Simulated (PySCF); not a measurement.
# CF₃, charge +1, SMILES `F[C+](F)F`: electronic structure

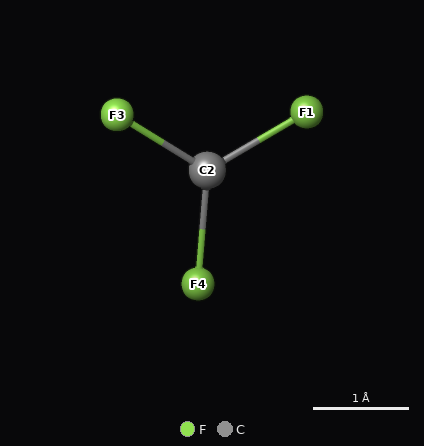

The molecule, with its atoms numbered as below. No frequency check shows the geometry to be a minimum.

Cartesian coordinates (Å):

```
F1      -1.1951   -0.3202    0.0000
C2       0.0000   -0.0000    0.0000
F3       0.8749   -0.8749    0.0000
F4       0.3202    1.1951    0.0000
```

## 1. Bonding charge

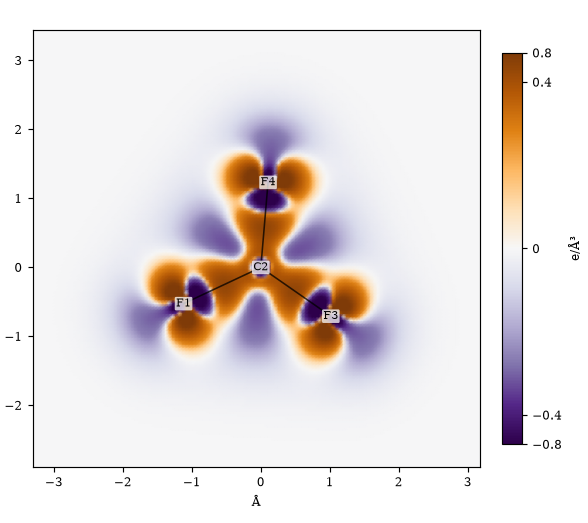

Deformation density (molecule less spherical, spin-averaged free atoms) in the molecular plane; colour scale in e/Å³, logarithmic beyond ±0.1; orange: gain, purple: loss.

PySCF calculation, PBE0/def2-TZVP, gas phase; geometry: GFN2-xTB.

**How much density has each bond in this plane gained at its critical point, relative to the free atoms?**

C2–F3, F1–C2 and C2–F4: +0.44 e/Å³ at the bond critical point (bond length 1.24 Å, Mayer order 1.5). In all, 0.6 electrons gather in the regions of gain relative to the promolecule of neutral atoms (the regions of loss give up this much and the cation's charge besides).

## 2. Electrostatic potential

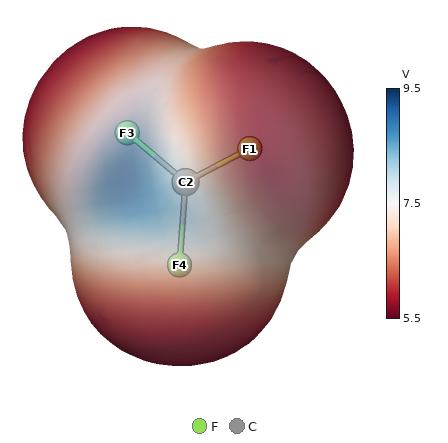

Electrostatic potential on the surface of electron density 0.001 a.u.

**Where are the extremes of the potential on the surface?**

Highest: 9.01 V, off the molecular plane, over C2 (1.6 Å), and at like points elsewhere. Lowest: 5.65 V, 1.5 Å from F3, and at like points elsewhere. The surface is sampled at points, so like sites can differ by a few per cent and only the strongest of them is named.

## 3. Excited states

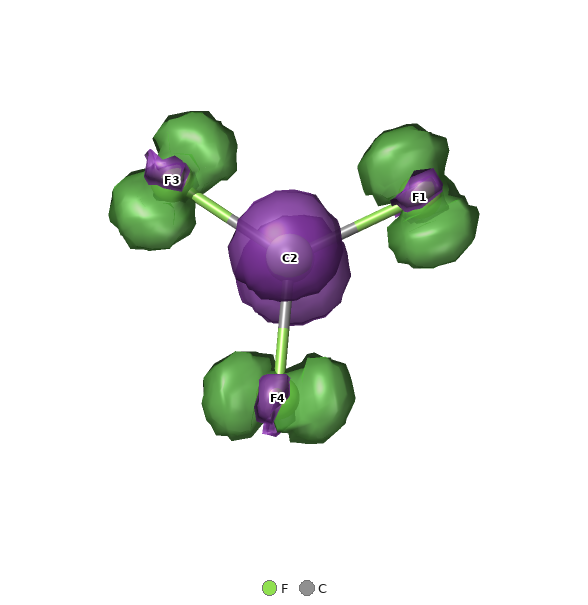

Unrelaxed difference density of S₁ less the ground state (TDA singlet states), ±0.2 e/Å³; purple: gain, green: loss.

Computed with PySCF, B3LYP/def2-TZVP, geometry: GFN2-xTB. Without diffuse functions Rydberg states are missing, so the states' numbers hold for this basis only.

**How does the charge move on excitation?**

0.79 e is displaced in all, of which about 0.5 e passes between atoms: F1, F3 and F4 (0.16 e each) lose electrons and C2 (0.48 e) gains them. The state: 8.54 eV (145 nm), f = 0.000 (dark); the leading pair carries 100 %; hole on F1, F3 and F4 (32 % each) and C2 (5 %), electron on C2 (52 %) and F1, F3 and F4 (16 % each); their centroids lie 0.0 Å apart.

## 4. In an electric field

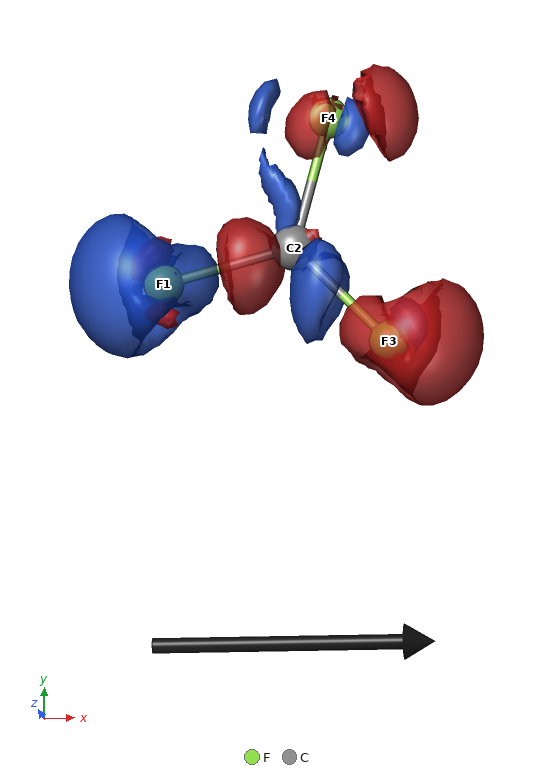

Change of the electron density in a uniform field of 0.26 V/Å along +x (arrow), surfaces at ±0.003 e/Å³ (blue: gain, red: loss).

Method: M06-2X/6-31+G*; geometry: GFN2-xTB; program: PySCF. The basis has diffuse s and p functions alone, which still leaves polarisabilities too small, most of all across bonds.

**How large is the response?**

The induced dipole is 0.18 D (along the field); α along this axis, from the fields in both directions, is 14 bohr³ (2.1 Å³).

**Which atoms gain and lose the most charge?**

Electrons gather most on F1 (Hirshfeld charge changes by −0.011 e) and leave F3 most (+0.008 e); 0.021 electrons are displaced in all.

## 5. Removing or adding an electron

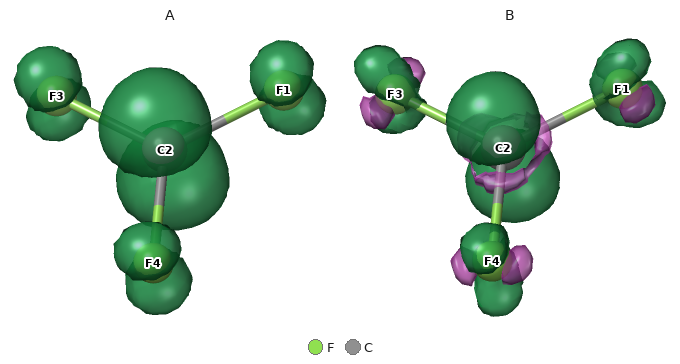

The Fukui function f⁺ from two separate SCF calculations and the density of the LUMO, at ±0.15 e/Å³ (green positive, purple negative).

Method: TPSSh/def2-SVPD; geometry: GFN2-xTB; program: PySCF.

**Which panel is which, and how good is the frozen-orbital picture?**

B is f⁺ (it has negative regions), A the LUMO density. The LUMO lies on C2 (51 %) and F1, F3 and F4 (16 % each); f⁺ (Hirshfeld-condensed) is largest on C2 (0.36) and F1, F3 and F4 (0.21 each); the vertical electron affinity is 7.42 eV (the stability of the neutral species's solution wasn't checked). Relaxation shifts 16 % of the electron between atoms. The orbital energy is −11.34 eV.

The PySCF runs shown took 6.7 s, 55 s, 13 s and 2.1 min on 1 thread of Intel(R) Xeon(R) Platinum 8259CL CPU @ 2.50GHz (Skylake/Cascade Lake), with other jobs on the host.
